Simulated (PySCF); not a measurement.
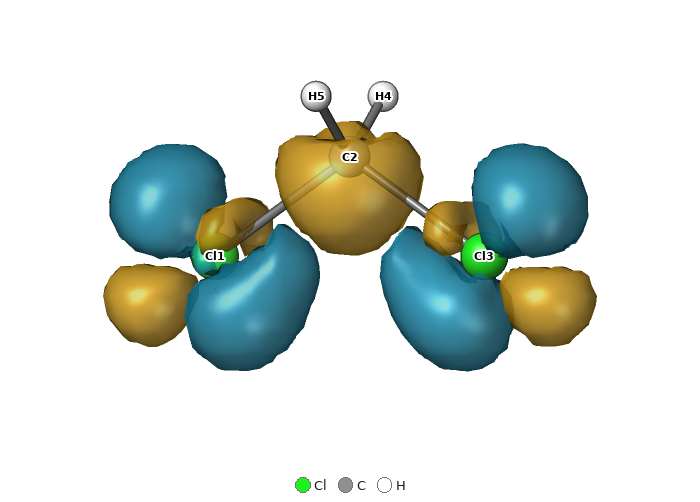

*CH₂Cl₂, SMILES `ClCCl`. Unrelaxed difference density of S₂ less the ground state (full linear response singlet states), ±0.04 e/Å³; yellow: gain, teal: loss.*

Computed with PySCF, PBE0/cc-pVDZ, geometry: GFN2-xTB. No frequency check shows the geometry to be a minimum. GFN2-xTB bond lengths at metals and heavier atoms can be off by up to 0.1 Å and shapes distorted, which carries into these values. Without diffuse functions Rydberg states are missing, so the states' numbers hold for this basis only.

The calculation's input:

```python
import numpy as np
from pyscf import gto, scf, dft, tdscf
from pyscf.scf import atom_ks, atom_hf
from scipy.linalg import block_diag

def solve(mol, dm0=None, hcore=None):
    mf = (dft.UKS if mol.spin else dft.RKS)(mol, xc='pbe0')
    mf.grids.level = 3
    mf = mf.density_fit(auxbasis='def2-universal-jkfit')
    mf.conv_tol, mf.max_cycle = 1e-8, 80
    if hcore is not None:
        mf.get_hcore = lambda *args: hcore
    mf.kernel(dm0)
    if not mf.converged:
        mf = mf.newton().run(mf.mo_coeff, mf.mo_occ, max_cycle=30)
    assert mf.converged, 'SCF not converged'
    return mf

mol = gto.M(atom='''
Cl     1.46189    -0.21955     0.00000
C     -0.00002     0.78103     0.00001
Cl    -1.46188    -0.21955     0.00000
H      0.00004     1.38926     0.90301
H     -0.00004     1.38925    -0.90304
''', basis='cc-pvdz', charge=0, spin=0, verbose=4)
mf = solve(mol)
td = mf.TDDFT()
td.nstates, td.singlet, td.conv_tol = 5, True, 1e-5
td.kernel()
td.analyze()
x, y = np.array([p[0] for p in td.xy]), np.array([p[1] + 0 * p[0] for p in td.xy])
f, mu = td.oscillator_strength(), td.transition_dipole()
nto = [td.get_nto(state=i + 1, verbose=4) for i in range(len(td.e))]
# spherically averaged free atoms, for the promolecule
atm = atom_ks.get_atm_nrks(mol, xc='pbe0')
pro = block_diag(*[(atm[a[0]][2] * atm[a[0]][3]) @ atm[a[0]][2].T for a in mol._atom])
np.savez('result.npz', e=td.e, f=f, ok=td.converged, w=[n[0] for n in nto], nto=[n[1] for n in nto], x=x, y=y, c=mf.mo_coeff, occ=mf.mo_occ, eps=mf.mo_energy, pro=pro, mu=mu)
```

Command:

```sh
OMP_NUM_THREADS=1 python input.py
```

The run took 30 s on 1 thread of Intel(R) Xeon(R) 6975P-C (Granite Rapids) (shared host), peak memory 0.41 GiB.

**How does the charge move on excitation?**

0.66 e is displaced in all, of which about 0.4 e passes between atoms: Cl1 and Cl3 (0.18 e each) lose electrons and C2 (0.27 e) and H4 and H5 (0.05 e each) gain them. The state: 7.36 eV (168 nm), f = 0.030, partly diffuse acceptor orbital, which a basis without diffuse functions describes poorly; the leading pair carries 93 %; hole on Cl1 and Cl3 (48 % each), electron on C2 (31 %), Cl1 and Cl3 (29 % each) and H4 and H5 (5 % each) (atom shares of so diffuse an orbital are rough); their centroids lie 0.4 Å apart.
